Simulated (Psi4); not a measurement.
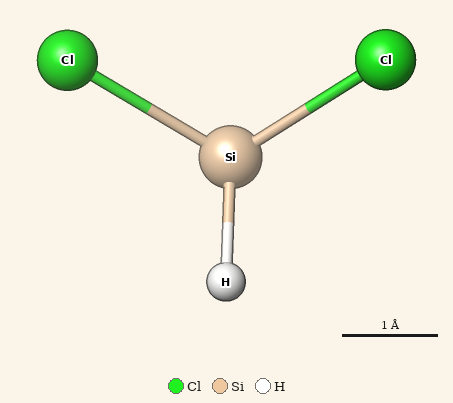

The structure as given in the input (ball-and-stick view, seen at a tilt). Bond lengths as drawn: Cl–Si 2.05 Å and H–Si 1.49 Å.

# Property calculation of SiHCl₂

System: SiHCl₂, multiplicity 2, SMILES Cl[SiH]Cl.
Method: HSE06/STO-6G, UKS (Psi4 1.11).

The geometry comes from this level: PBE0-D4/def2-TZVP.

**Input (cl2hsi.in)**
```
memory 1.6 GB

molecule system {
  0 2
  Cl    -1.646600     0.177800     0.889400
  Si     0.187600    -0.414200     0.200000
  Cl     0.250900    -0.281300    -1.841700
  H      1.208200     0.517700     0.752400
  no_reorient
  no_com
}

set reference uks
set scf_type df

e_tot, wfn = energy("hse06/STO-6G", return_wfn=True)
oeprop(wfn, "WIBERG_LOWDIN_INDICES", "DIPOLE", "NO_OCCUPATIONS", "MULLIKEN_CHARGES", "ESP_AT_NUCLEI")
print_variables()
```

Launch command:
```bash
psi4 -i cl2hsi.in -o cl2hsi.out -n 1
```

**Log**
```
Psi4 1.11 release

   => Loading Basis Set <=

    Name: STO-6G
    Role: ORBITAL
    Keyword: BASIS

         ---------------------------------------------------------
                                   SCF
                              UKS Reference
                        1 Threads,   1525 MiB Core
         ---------------------------------------------------------

  ==> Geometry <==

    Molecular point group: c1
    Full point group: C1

    Geometry (in Angstrom), charge = 0, multiplicity = 2:

       Center              X                  Y                   Z               Mass
    ------------   -----------------  -----------------  -----------------  -----------------
         CL          -1.646600000000     0.177800000000     0.889400000000    34.968852682000
         SI           0.187600000000    -0.414200000000     0.200000000000    27.976926534650
         CL           0.250900000000    -0.281300000000    -1.841700000000    34.968852682000
         H            1.208200000000     0.517700000000     0.752400000000     1.007825032230

  Running in c1 symmetry.

  Rotational constants: A =      0.28419  B =      0.08329  C =      0.06716 [cm^-1]
  Rotational constants: A =   8519.81807  B =   2496.92973  C =   2013.27480 [MHz]
  Nuclear repulsion =  179.837223157490143

  Charge       = 0
  Multiplicity = 2
  Electrons    = 49
  Nalpha       = 25
  Nbeta        = 24

  ==> Algorithm <==

  SCF Algorithm Type is DF.
  DIIS enabled.
  MOM disabled.
  Fractional occupation disabled.
  Guess Type is SAD.
  Energy threshold   = 1.00e-06
  Density threshold  = 1.00e-06
  Integral threshold = 1.00e-12

  ==> Primary Basis <==

  Basis Set: STO-6G
    Blend: STO-6G
    Number of shells: 16
    Number of basis functions: 28
    Number of Cartesian functions: 28
    Spherical Harmonics?: true
    Max angular momentum: 1

  ==> DFT Potential <==

   => LibXC <=

    Version 7.1.2

   => Composite Functional: HSE06 <=

    HSE06 Hyb-GGA Exchange-Correlation Functional

    Deriv               =              1
    GGA                 =           TRUE
    Meta                =          FALSE

    Exchange Hybrid     =           TRUE
    MP2 Hybrid          =          FALSE

   => Exchange Functionals <=

    1.0000   short-range part of the PBE (default w=0 gives PBEh) [omega = 0.1100]
    -0.2500   short-range part of the PBE (default w=0 gives PBEh) [omega = 0.1100]

   => Exact (HF) Exchange <=

    -0.2500            HF,LR [omega = 0.1100]
    0.2500               HF

   => Correlation Functionals <=

    1.0000   Perdew, Burke & Ernzerhof

   => LibXC Density Thresholds  <==

    XC_HYB_GGA_XC_HSE06:  1.00E-15

   => Molecular Quadrature <=

    Radial Scheme          =       TREUTLER
    Pruning Scheme         =           NONE
    Nuclear Scheme         =       TREUTLER

    Blocking Scheme        =         OCTREE
    BS radius alpha        =              1
    Pruning alpha          =              1
    Radial Points          =             75
    Spherical Points       =            302
    Total Points           =          83349
    Total Blocks           =            689
    Max Points             =            255
    Max Functions          =             26
    Weights Tolerance      =       1.00E-15

   => Loading Basis Set <=

    Name: (STO-6G AUX)
    Role: JKFIT
    Keyword: DF_BASIS_SCF

  ==> Integral Setup <==

  DFHelper Memory: AOs need 0.008 GiB; user supplied 1.070 GiB.
  SCF_SUBTYPE=INCORE selected. In-core MEM_DF algorithm will be used.
  Using in-core AOs.

  ==> MemDFJK: Density-Fitted J/K Matrices <==

    J tasked:                   Yes
    K tasked:                   Yes
    wK tasked:                  Yes
    Omega:                1.100E-01
    Memory [MiB]:              1095
    Algorithm:                 Core
    Schwarz Cutoff:           1E-12
    Mask sparsity (%):       7.3980
    Fitting Condition:        1E-10

   => Auxiliary Basis Set <=

  Basis Set: (STO-6G AUX)
    Blend: DEF2-UNIVERSAL-JKFIT
    Number of shells: 120
    Number of basis functions: 402
    Number of Cartesian functions: 485
    Spherical Harmonics?: true
    Max angular momentum: 4

  Cached 100.0% of DFT collocation blocks in 0.047 [GiB].

  Minimum eigenvalue in the overlap matrix is 3.2476060302E-01.
  Reciprocal condition number of the overlap matrix is 1.7820310401E-01.
    Using symmetric orthogonalization.

  ==> Pre-Iterations <==

  SCF Guess: Superposition of Atomic Densities via on-the-fly atomic UHF (no occupation information).

   -------------------------
    Irrep   Nso     Nmo
   -------------------------
     A         28      28
   -------------------------
    Total      28      28
   -------------------------

  ==> Iterations <==

                           Total Energy        Delta E     RMS |[F,P]|

   @DF-UKS iter SAD: -1205.21602533845316   -1.20522e+03   0.00000e+00
   @DF-UKS iter   1: -1205.87955009740654   -6.63525e-01   1.00747e-02 ADIIS/DIIS
   @DF-UKS iter   2: -1205.86761692435607    1.19332e-02   1.14815e-02 ADIIS/DIIS
   @DF-UKS iter   3: -1205.96406050323276   -9.64436e-02   3.86983e-04 ADIIS/DIIS
   @DF-UKS iter   4: -1205.96422059096562   -1.60088e-04   1.16730e-04 ADIIS/DIIS
   @DF-UKS iter   5: -1205.96423642039031   -1.58294e-05   1.75610e-05 DIIS
   @DF-UKS iter   6: -1205.96423701839080   -5.98000e-07   4.41731e-06 DIIS
   @DF-UKS iter   7: -1205.96423706049177   -4.21010e-08   9.32242e-07 DIIS
  Energy and wave function converged.

  ==> Post-Iterations <==

   Electrons on quadrature grid:
      Nalpha   =   24.9999979073 ; deviation = -2.093e-06
      Nbeta    =   23.9999975043 ; deviation = -2.496e-06
      Ntotal   =   48.9999954116 ; deviation = -4.588e-06

   @Spin Contamination Metric:   1.003081719E-03
   @S^2 Expected:                7.500000000E-01
   @S^2 Observed:                7.510030817E-01
   @S   Expected:                5.000000000E-01
   @S   Observed:                5.000000000E-01

    Orbital Energies [Eh]
    ---------------------

    Alpha Occupied:

       1A   -101.783397     2A   -101.783383     3A    -66.388438
       4A     -9.253914     5A     -9.253769     6A     -7.075216
       7A     -7.075018     8A     -7.062999     9A     -7.062943
      10A     -7.061843    11A     -7.061770    12A     -5.228912
      13A     -3.535478    14A     -3.534778    15A     -3.531390
      16A     -0.791793    17A     -0.755610    18A     -0.496458
      19A     -0.367099    20A     -0.351388    21A     -0.307767
      22A     -0.267404    23A     -0.262924    24A     -0.258155
      25A     -0.166178

    Alpha Virtual:

      26A      0.117195    27A      0.158624    28A      0.262463

    Beta Occupied:

       1A   -101.782813     2A   -101.782799     3A    -66.383164
       4A     -9.253067     5A     -9.252925     6A     -7.073867
       7A     -7.073645     8A     -7.061698     9A     -7.061567
      10A     -7.061309    11A     -7.061219    12A     -5.220718
      13A     -3.530902    14A     -3.527602    15A     -3.517595
      16A     -0.784842    17A     -0.750445    18A     -0.474321
      19A     -0.352817    20A     -0.342443    21A     -0.286605
      22A     -0.259342    23A     -0.258914    24A     -0.256426

    Beta Virtual:

      25A     -0.052111    26A      0.133871    27A      0.184754
      28A      0.291596

    Final Occupation by Irrep:
              A
    DOCC [    24 ]
    SOCC [     1 ]
    NA   [    25 ]
    NB   [    24 ]

  @DF-UKS Final Energy: -1205.96423706049177

   => Energetics <=

    Nuclear Repulsion Energy =            179.8372231574901434
    One-Electron Energy =               -2028.0488869757375596
    Two-Electron Energy =                 701.7907446480176077
    DFT Exchange-Correlation Energy =     -59.5433178902620668
    Empirical Dispersion Energy =           0.0000000000000000
    VV10 Nonlocal Energy =                  0.0000000000000000
    Total Energy =                      -1205.9642370604917687

  UHF NO Occupations:
  HONO-2 :   23  A 1.9998798
  HONO-1 :   24  A 1.9996634
  HONO-0 :   25  A 1.0000000
  LUNO+0 :   26  A 0.0003366
  LUNO+1 :   27  A 0.0001202
  LUNO+2 :   28  A 0.0000448

Computation Completed

Properties will be evaluated at   0.000000,   0.000000,   0.000000 [a0]

Properties computed using the SCF density matrix

 Multipole Moments:

 ------------------------------------------------------------------------------------
     Multipole            Electronic (a.u.)      Nuclear  (a.u.)        Total (a.u.)
 ------------------------------------------------------------------------------------

 L = 1.  Multiply by 2.5417464519 to convert [e a0] to [Debye]
 Dipole X            :         38.3702005          -37.5909990            0.7792015
 Dipole Y            :         12.9542587          -13.3048058           -0.3505470
 Dipole Z            :         24.4802927          -23.8799021            0.6003906
 Magnitude           :                                                    1.0442734

 ------------------------------------------------------------------------------------

	total time  =          4 seconds =       0.07 minutes

Properties will be evaluated at   0.000000,   0.000000,   0.000000 [a0]
OEProp: No title given, name of density matrix used for the following properties is 'SCF alpha density'

 Electrostatic potentials at the nuclear coordinates:
 ---------------------------------------------
   Center     Electrostatic Potential (a.u.)
 ---------------------------------------------
    1 CL           -64.203137444433
    2 SI           -49.021996128763
    3 CL           -64.203150644530
    4  H            -1.162485449097
 ---------------------------------------------

 Multipole Moments:

 ------------------------------------------------------------------------------------
     Multipole            Electronic (a.u.)      Nuclear  (a.u.)        Total (a.u.)
 ------------------------------------------------------------------------------------

 L = 1.  Multiply by 2.5417464519 to convert [e a0] to [Debye]
 Dipole X            :         38.3702005          -37.5909990            0.7792015
 Dipole Y            :         12.9542587          -13.3048058           -0.3505470
 Dipole Z            :         24.4802927          -23.8799021            0.6003906
 Magnitude           :                                                    1.0442734

 ------------------------------------------------------------------------------------
  Mulliken Charges: (a.u.)
   Center  Symbol    Alpha    Beta     Spin     Total
       1    CL     8.69640  8.60992  0.08648 -0.30633
       2    SI     7.03185  6.27856  0.75330  0.68959
       3    CL     8.69641  8.60993  0.08648 -0.30633
       4     H     0.57533  0.50160  0.07374 -0.07693

   Total alpha = 25.00000, Total beta = 24.00000, Total charge =  0.00000

  Wiberg Bond Indices using Orthogonal Lowdin Orbitals:

  Total Bond Index:
  Irrep: 1 Size: 4 x 4

                 1                   2                   3                   4

    1     0.00000000000000     0.99474809925016     0.06799208636746     0.03217961265411
    2     0.99474809925016     0.00000000000000     0.99472110254450     0.92248463401252
    3     0.06799208636746     0.99472110254450     0.00000000000000     0.03217855914810
    4     0.03217961265411     0.92248463401252     0.03217855914810     0.00000000000000

  Alpha Contribution:
  Irrep: 1 Size: 4 x 4

                 1                   2                   3                   4

    1     0.00000000000000     0.44512511720959     0.03000812270379     0.01244763646862
    2     0.44512511720959     0.00000000000000     0.44511378441361     0.46242699712985
    3     0.03000812270379     0.44511378441361     0.00000000000000     0.01244632891398
    4     0.01244763646862     0.46242699712985     0.01244632891398     0.00000000000000

  Beta Contribution:
  Irrep: 1 Size: 4 x 4

                 1                   2                   3                   4

    1     0.00000000000000     0.54962298204056     0.03798396366367     0.01973197618549
    2     0.54962298204056     0.00000000000000     0.54960731813089     0.46005763688266
    3     0.03798396366367     0.54960731813089     0.00000000000000     0.01973223023412
    4     0.01973197618549     0.46005763688266     0.01973223023412     0.00000000000000

  Atomic Valences:

 #  #
 Irrep: 1
      1:    1.094919798271728
      2:    2.911953835807172
      3:    1.094891748060059
      4:    0.986842805814727

  Natural Orbital Occupations:

  Alpha Occupations:
  HONO-2 :   23  A    1.000
  HONO-1 :   24  A    1.000
  HONO-0 :   25  A    1.000
  LUNO+0 :   26  A    0.000
  LUNO+1 :   27  A    0.000
  LUNO+2 :   28  A   -0.000

  Beta Occupations:
  HONO-2 :   22  A    1.000
  HONO-1 :   23  A    1.000
  HONO-0 :   24  A    1.000
  LUNO+0 :   25  A    0.000
  LUNO+1 :   26  A    0.000
  LUNO+2 :   27  A    0.000
  LUNO+3 :   28  A    0.000

  Total Occupations:
  HONO-2 :   22  A    2.000
  HONO-1 :   23  A    2.000
  HONO-0 :   24  A    2.000
  LUNO+0 :   25  A    1.000
  LUNO+1 :   26  A    0.000
  LUNO+2 :   27  A    0.000
  LUNO+3 :   28  A   -0.000

  Variable Map:
  ----------------------------------------------------------------------------
  "CURRENT ENERGY"              =>   -1205.964237060492
  "CURRENT REFERENCE ENERGY"    =>   -1205.964237060492
  "DD SOLVATION ENERGY"         =>       0.000000000000
  "DFT FUNCTIONAL TOTAL ENERGY" =>   -1205.964237060492
  "DFT TOTAL ENERGY"            =>   -1205.964237060492
  "DFT VV10 ENERGY"             =>       0.000000000000
  "DFT XC ENERGY"               =>     -59.543317890262
  "ESP AT CENTER 1"             =>     -64.203137444433
  "ESP AT CENTER 2"             =>     -49.021996128763
  "ESP AT CENTER 3"             =>     -64.203150644530
  "ESP AT CENTER 4"             =>      -1.162485449097
  "GRID ELECTRONS ALPHA"        =>      24.999997907305
  "GRID ELECTRONS BETA"         =>      23.999997504256
  "GRID ELECTRONS TOTAL"        =>      48.999995411560
  "NUCLEAR REPULSION ENERGY"    =>     179.837223157490
  "ONE-ELECTRON ENERGY"         =>   -2028.048886975738
  "PCM POLARIZATION ENERGY"     =>       0.000000000000
  "PE ENERGY"                   =>       0.000000000000
  "SCF ITERATION ENERGY"        =>   -1205.964237060492
  "SCF ITERATIONS"              =>       7.000000000000
  "SCF TOTAL ENERGY"            =>   -1205.964237060492
  "TWO-ELECTRON ENERGY"         =>     701.790744648018
  "XC GRID RADIAL POINTS"       =>      75.000000000000
  "XC GRID SPHERICAL POINTS"    =>     302.000000000000
  "XC GRID TOTAL POINTS"        =>   83349.000000000000

  Array Variable Map:
  ----------------------------------------------------------------------------
  "CURRENT DIPOLE"              =>       0.779201482984 ... 0.600390596770 1 by 3
  "DIPOLE"                      =>       0.779201482984 ... 0.600390596770 1 by 3
  "SCF DIPOLE"                  =>       0.779201482984 ... 0.600390596770 1 by 3
  "SCF TOTAL ENERGIES"          =>   -1205.216025338453 ... -1205.964237060492 1 by 8

    Psi4 run time: 0:00:03.40
```

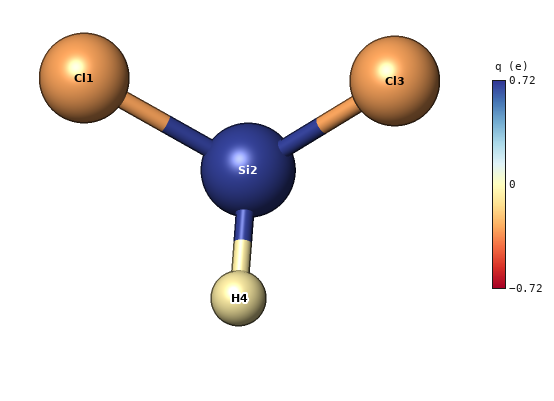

Mulliken charges, as the colour of each atom (ball-and-stick view, seen at an oblique angle; atoms are numbered from 1 in the order of the input). By element: Cl −0.31, Si +0.69 and H −0.08 e.

**Results in brief**

- outcome: converged
- total energy: −1205.964237 hartree
- basis functions: 28
- ⟨S²⟩: 0.751
- dipole moment: 2.65 D
- hardware: 1 thread of AMD EPYC (Zen 5), 176 GiB of memory available, shared host
- wall time: 4.5 s
- peak memory: 0.26 GiB
